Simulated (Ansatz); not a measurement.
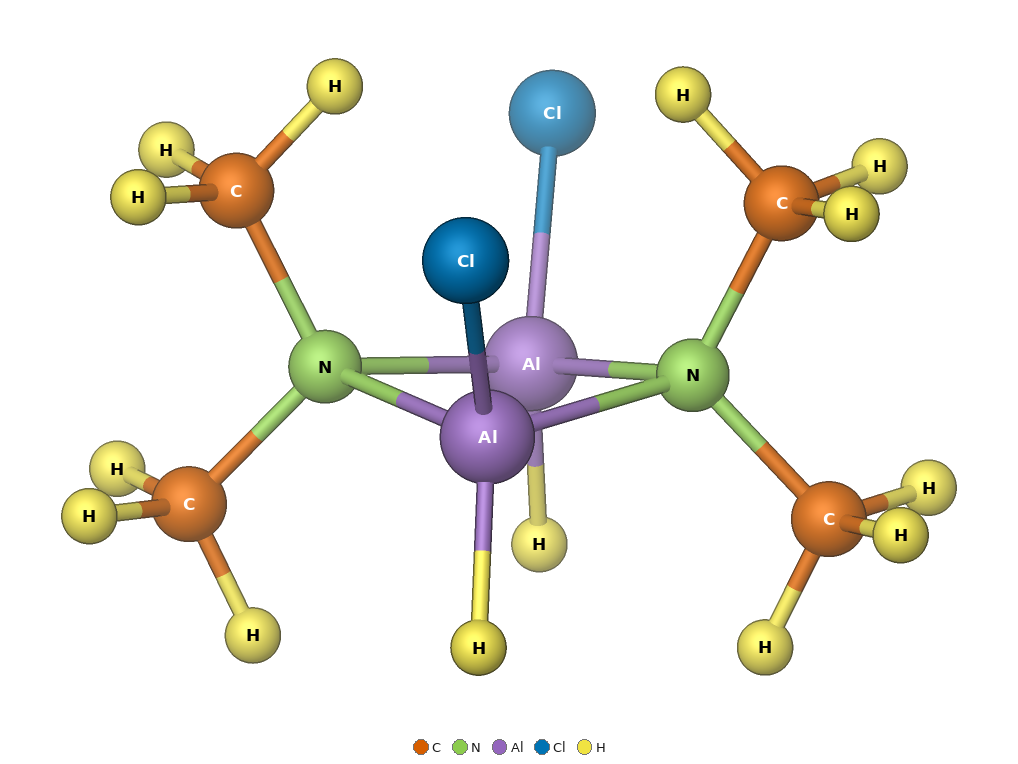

Distant atoms are faded towards the background colour. The geometry was computed by an optimisation with PBE0-D4/def2-TZVP. No frequency run is at hand to confirm it as a minimum.

**Which symmetry elements does this geometry have?**

It has 1 C2 axis and 2 mirror planes, so the point group is C2v. The group has 4 operations. The geometry is achiral, and symmetry allows a dipole moment.
